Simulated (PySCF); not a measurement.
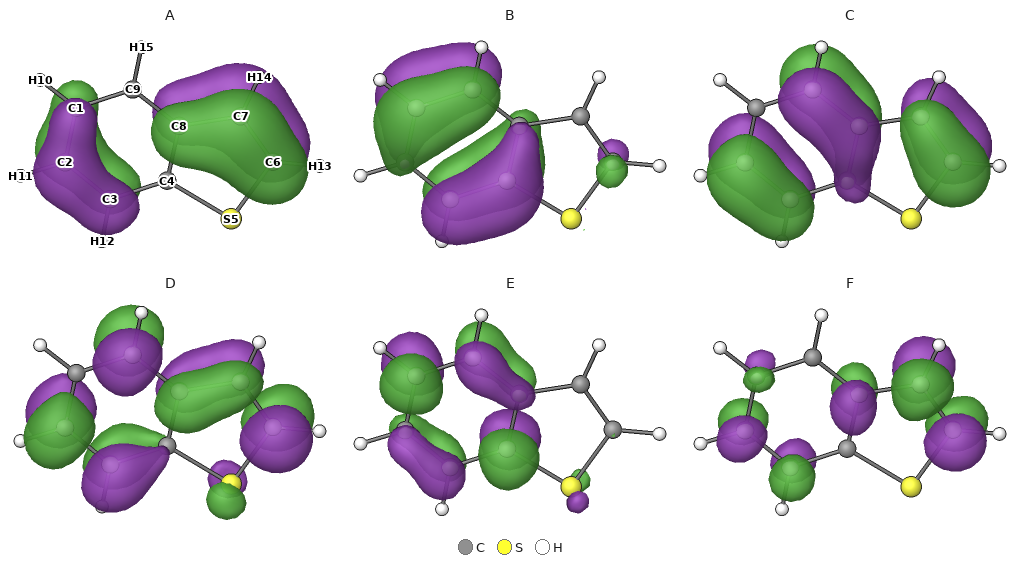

C$_{8}$H$_{6}$S, SMILES `c1ccc2sccc2c1`. Natural orbitals of the π active space, CASSCF(10,9), singlet state, in order of falling occupation. Only those nearest the frontier are drawn.

Computed with PySCF, 6-31G* basis, geometry: GFN2-xTB. No frequency check shows the geometry to be a minimum. GFN2-xTB bond lengths at metals and heavier atoms can be off by up to 0.1 Å and shapes distorted, which carries into these values.

Geometry (Å), atoms numbered from 1:

```
C1       2.4813   -0.4967    0.0000
C2       2.2856    0.8845    0.0000
C3       1.0138    1.4188    0.0000
C4      -0.0647    0.5475    0.0000
S5      -1.7542    0.9692    0.0000
C6      -2.1933   -0.7070    0.0000
C7      -1.1349   -1.5422    0.0000
C8       0.1132   -0.8494    0.0000
C9       1.4112   -1.3628    0.0000
H10      3.4881   -0.8875    0.0000
H11      3.1410    1.5432    0.0000
H12      0.8546    2.4861    0.0000
H13     -3.2360   -0.9593    0.0000
H14     -1.2158   -2.6147    0.0000
H15      1.5618   -2.4322    0.0000
```

> What are the natural occupation numbers?

A 1.93, B 1.91, C 1.89, D 0.11, E 0.10, F 0.07.

> How multiconfigurational is the state?

The leading determinant weighs 0.85; the effective number of unpaired electrons, Σ n²(2−n)², is 0.20; the most occupied of the weakly occupied orbitals holds 0.11 e, as in an ordinary closed-shell π system. The active space lowers the energy by 2.68 eV against Hartree–Fock.

> Where does the lowest triplet lie relative to the singlet, at this geometry and within this active space?

3.87 eV above it by strongly contracted NEVPT2 (+3.54 eV by CASSCF); a small basis tends to put such gaps a few tenths of an eV too high. This is a vertical energy for π states alone; a state that uses lone pairs or σ orbitals may lie lower.

The PySCF run took 63 s on 1 thread of Intel(R) Xeon(R) 6975P-C (Granite Rapids), with other jobs on the host, peak memory 0.5 GiB.
